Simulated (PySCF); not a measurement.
C2HFN2S, SMILES `Fc1ncsn1`.

PySCF calculation, def2-SVP basis, gas phase; geometry: GFN2-xTB. No frequency check shows the geometry to be a minimum. GFN2-xTB bond lengths at metals and heavier atoms can be off by up to 0.1 Å and shapes distorted, which carries into these values.

Input

```python
import numpy as np
from pyscf import gto, scf, dft, mcscf, mrpt
from pyscf.mcscf import avas

def solve(mol, dm0=None, hcore=None):
    mf = scf.ROHF(mol) if mol.spin else scf.RHF(mol)
    mf = mf.density_fit(auxbasis='def2-universal-jkfit')
    mf.conv_tol, mf.max_cycle = 1e-8, 80
    if hcore is not None:
        mf.get_hcore = lambda *args: hcore
    mf.kernel(dm0)
    if not mf.converged:
        mf = mf.newton().run(mf.mo_coeff, mf.mo_occ, max_cycle=30)
    assert mf.converged, 'SCF not converged'
    return mf

mol = gto.M(atom='''
F      2.22047     0.24241     0.00000
C      0.92358     0.04206     0.00000
N      0.44421    -1.21265     0.00000
C     -0.84620    -1.15188     0.00000
S     -1.42225     0.47715     0.00000
N      0.09766     1.04876     0.00000
H     -1.48556    -2.01005     0.00000
''', basis='def2-svp', charge=0, spin=0, verbose=4)
mf = solve(mol)
ncas, nel, orbs = avas.avas(mf, ['C 2pz', 'N 2pz', 'S 3pz'], threshold=0.5, openshell_option=3)
print('active space', nel, ncas)
assert 2 <= ncas <= 10, 'active space too large or empty'
mc = mcscf.CASSCF(mf, ncas, nel)
mc.natorb, mc.max_cycle_macro = True, 60
mc.fix_spin_(ss=mol.spin / 2 * (mol.spin / 2 + 1))
mc.kernel(orbs)
occ = mc.mo_occ[mc.ncore:mc.ncore + ncas]
print('natural occupations', occ.round(4))
e2 = mrpt.NEVPT(mc).kernel()
out = dict(c=mc.mo_coeff[:, mc.ncore:mc.ncore + ncas], occ=occ, e=mc.e_tot, e2=e2, ehf=mf.e_tot, ok=mc.converged, nel=nel, w0=abs(mc.ci).max() ** 2, dm=mc.make_rdm1())
# the other spin state at the same geometry
other = mol.copy().set(spin=2).build()
mo = scf.ROHF(other).density_fit(auxbasis='def2-universal-jkfit').run()
na = (nel + other.spin) // 2
m2 = mcscf.CASSCF(mo, ncas, (na, nel - na))
m2.natorb = True
m2.fix_spin_(ss=other.spin / 2 * (other.spin / 2 + 1))
m2.kernel(mc.mo_coeff)
e2o = mrpt.NEVPT(m2).kernel()
print('other state above this one / eV: CASSCF', (m2.e_tot - mc.e_tot) * 27.211386, 'NEVPT2', (m2.e_tot + e2o - mc.e_tot - e2) * 27.211386)
np.savez('result.npz', eo=m2.e_tot, e2o=e2o, oko=m2.converged, occo=m2.mo_occ[mc.ncore:mc.ncore + ncas], co=m2.mo_coeff[:, mc.ncore:mc.ncore + ncas], **out)
```

Command:

```sh
OMP_NUM_THREADS=1 python input.py
```

The run took 110 s on 1 thread of Arm Neoverse V1 (shared host), peak memory 0.25 GiB.

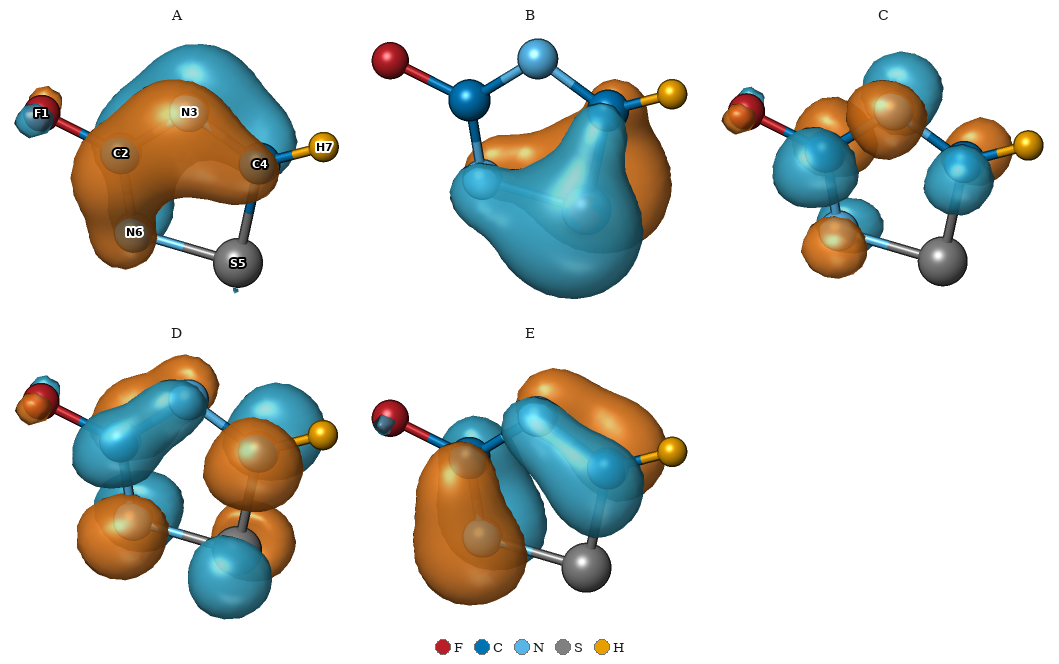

Natural orbitals of the π active space, CASSCF(6,5), singlet state, in random order.

Which orbitals are strongly, which singly and which weakly occupied?

Answer. Strongly: B (1.99), A (1.95), E (1.91). Weakly: D (0.09), C (0.06). Broadly, orbitals with more nodes between bonded atoms hold fewer electrons.

How multiconfigurational is the state?

Answer. The leading determinant weighs 0.93; the effective number of unpaired electrons, Σ n²(2−n)², is 0.08; the most occupied of the weakly occupied orbitals holds 0.09 e, as in an ordinary closed-shell π system. The active space lowers the energy by 1.50 eV against Hartree–Fock.

Where does the lowest triplet lie relative to the singlet, at this geometry and within this active space?

Answer. 4.70 eV above it by strongly contracted NEVPT2 (+4.29 eV by CASSCF); a small basis tends to put such gaps a few tenths of an eV too high. This is a vertical energy for π states alone; a state that uses lone pairs or σ orbitals may lie lower.
